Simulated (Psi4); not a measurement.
# GeH2 (SMILES [H][Ge][H]) at FNO-CCSD(T)/jun-cc-pV(D+d)Z (Cholesky decomposition)

Aim: the energy change on altering one bond length of GeH2 at FNO-CCSD(T)/jun-cc-pV(D+d)Z (Cholesky decomposition), from 2 runs. 

The calculation is run with Psi4 1.11.

3 further runs of the same task are left out: 2 for a known fault of the program, 1 that didn't finish.

### Step 1. Starting point

GeH2: 3 atoms, total charge 0, spin state singlet. As SMILES, `[H][Ge][H]`. Geometry: a GFN2-xTB relaxation, a rough one for these elements and not checked as a minimum.

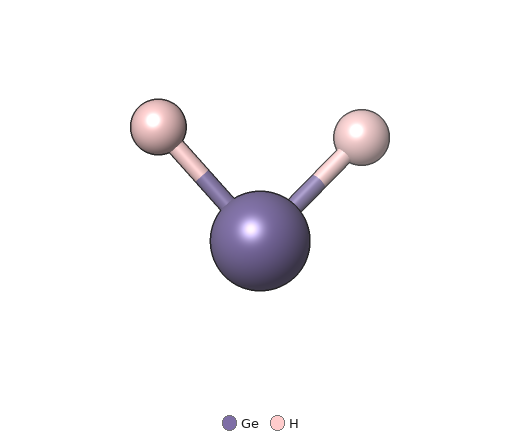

The structure, seen from a chosen angle (germanium purple, hydrogen pink).

### Step 2. A single-point energy at FNO-CCSD(T)/jun-cc-pV(D+d)Z (Cholesky decomposition)

File geh2.inp:

```
memory 1600 mb

molecule {
  0 1
  Ge     0.004590    -0.009050    -0.781020
  H      1.098840    -0.017820     0.398440
  H     -1.103430     0.026870     0.382580
  units angstrom
  no_reorient
  no_com
}

set globals {
  basis jun-cc-pV(D+d)Z
  reference rhf
  scf_type cd
  freeze_core true
}

result, w = energy("fno-ccsd(t)", return_wfn=True)
```

Run with:

```
$ psi4 geh2.inp geh2.out -n 1
```

geh2.out:

```text
[...]
  Running in c1 symmetry.
[...]
  Nuclear repulsion =   21.301569509305622
[...]
  Multiplicity = 1
[...]
  Nalpha       = 17
  Nbeta        = 17
[...]
    Number of basis functions: 41
[...]
   @RHF iter   1: -2075.95082507641473   -4.16146e+00   2.33030e-02 ADIIS/DIIS
[...]
   @RHF iter  10: -2076.44111734744729    1.36424e-12   1.36527e-09 DIIS
[...]
    Orbital Energies [Eh]
    ---------------------
    Doubly Occupied:
       1A   -405.305955     2A    -52.206449     3A    -46.295712
       4A    -46.293858     5A    -46.293474     6A     -7.219310
       7A     -5.196490     8A     -5.188813     9A     -5.186311
      10A     -1.663431    11A     -1.660093    12A     -1.656864
      13A     -1.650960    14A     -1.646754    15A     -0.673448
      16A     -0.426674    17A     -0.343475
[...]
  @RHF Final Energy: -2076.44111734744729
   => Energetics <=
    Nuclear Repulsion Energy =             21.3015695093056223
    One-Electron Energy =               -2937.6692335748080041
    Two-Electron Energy =                 839.9265467180553060
    Total Energy =                      -2076.4411173474472889
[...]
 Multipole Moments:
 ------------------------------------------------------------------------------------
     Multipole            Electronic (a.u.)      Nuclear  (a.u.)        Total (a.u.)
 ------------------------------------------------------------------------------------
 L = 1.  Multiply by 2.5417464519 to convert [e a0] to [Debye]
 Dipole X            :         -0.2701222            0.2688891           -0.0012330
 Dipole Y            :          0.5294590           -0.5301627           -0.0007037
 Dipole Z            :         45.6896772          -45.7533309           -0.0636536
 Magnitude           :                                                    0.0636694
[...]
      * MP2 total energy:                  -2076.543032574724
[...]
      * MP2 total energy:                  -2076.543032574724
[...]
      * MP3 total energy:                  -2076.562292489867
[...]
      * CCSD total energy:                 -2076.569164546021
[...]
      * CCSD(T) total energy               -2076.572280573621
[...]
```

It took 7.5 s on 1 thread of Intel Xeon 6975P-C (Granite Rapids), shared host; peak memory 0.44 GiB.

### Step 3. The distorted shape

File job.inp:

```
memory 1600 MB

molecule {
  0 1
  Ge     0.115408    -0.012643    -0.897397
  H      1.209658    -0.021413     0.282063
  H     -1.103430     0.026870     0.382580
  no_reorient
  no_com
}

set basis jun-cc-pV(D+d)Z
set reference rhf
set scf_type cd
set freeze_core true

E, wfn = energy("fno-ccsd(t)", return_wfn=True)
```

Run with:

```
$ psi4 -i job.inp -o job.out -n 1
```

job.out:

```text
[...]
  Running in c1 symmetry.
[...]
  Nuclear repulsion =   20.331867351330065
[...]
  Multiplicity = 1
[...]
  Nalpha       = 17
  Nbeta        = 17
[...]
    Number of basis functions: 41
[...]
   @RHF iter   1: -2075.92389389071832   -4.22809e+00   2.33885e-02 DIIS/ADIIS
[...]
   @RHF iter  10: -2076.43428336209172   -9.09495e-13   3.54411e-09 DIIS
[...]
    Orbital Energies [Eh]
    ---------------------
    Doubly Occupied:
       1A   -405.315814     2A    -52.215551     3A    -46.304744
       4A    -46.303053     5A    -46.302596     6A     -7.227559
       7A     -5.204351     8A     -5.196907     9A     -5.194363
      10A     -1.671090    11A     -1.668003    12A     -1.664774
      13A     -1.658670    14A     -1.655094    15A     -0.661472
      16A     -0.415532    17A     -0.345471
[...]
  @RHF Final Energy: -2076.43428336209172
   => Energetics <=
    Nuclear Repulsion Energy =             20.3318673513300645
    One-Electron Energy =               -2935.5222161994779526
    Two-Electron Energy =                 838.7560654860562863
    Total Energy =                      -2076.4342833620917190
[...]
 Multipole Moments:
 ------------------------------------------------------------------------------------
     Multipole            Electronic (a.u.)      Nuclear  (a.u.)        Total (a.u.)
 ------------------------------------------------------------------------------------
 L = 1.  Multiply by 2.5417464519 to convert [e a0] to [Debye]
 Dipole X            :         -7.0239833            7.1796062            0.1556229
 Dipole Y            :          0.7487080           -0.7542256           -0.0055176
 Dipole Z            :         52.8060839          -53.0107125           -0.2046287
 Magnitude           :                                                    0.2571416
[...]
      * MP2 total energy:                  -2076.536304437850
[...]
      * MP2 total energy:                  -2076.536304437850
[...]
      * MP3 total energy:                  -2076.555946888634
[...]
      * CCSD total energy:                 -2076.563300105700
[...]
      * CCSD(T) total energy               -2076.566559585993
[...]
```

It took 7.5 s on 1 thread of Intel Xeon 6975P-C (Granite Rapids), shared host; peak memory 0.44 GiB.

### Step 4. What came out

Level: FNO-CCSD(T)/jun-cc-pV(D+d)Z (Cholesky decomposition), 9 core orbitals frozen.

```
                                                          quantity           value
                                         first shape: total energy  -2076.57228 Eh
                  first shape: HOMO energy (Hartree–Fock orbitals)        -9.35 eV
                  first shape: LUMO energy (Hartree–Fock orbitals)        -0.16 eV
                first shape: HOMO–LUMO gap (Hartree–Fock orbitals)         9.18 eV
          first shape: correlation energy (9 core orbitals frozen)      -131.2 mEh
                                       first shape: (T) correction       -3.12 mEh
                                        first shape: T1 diagnostic           0.009
                                     distorted shape: total energy  -2076.56656 Eh
              distorted shape: HOMO energy (Hartree–Fock orbitals)        -9.40 eV
              distorted shape: LUMO energy (Hartree–Fock orbitals)        -0.22 eV
            distorted shape: HOMO–LUMO gap (Hartree–Fock orbitals)         9.18 eV
      distorted shape: correlation energy (9 core orbitals frozen)      -132.3 mEh
                                   distorted shape: (T) correction       -3.26 mEh
                                    distorted shape: T1 diagnostic           0.010
energy change with the Ge1–H3 bond stretched from 1.607 to 1.768 Å        0.156 eV
```

**Reading.** With the Ge1–H3 bond stretched from 1.607 to 1.768 Å the energy rises by 0.16 eV (15.0 kJ/mol). The first shape isn't relaxed at this level, so the change isn't measured from a minimum. The triples (first shape) make up 2.4 % of the correlation energy. The triples (distorted shape) make up 2.5 % of the correlation energy.
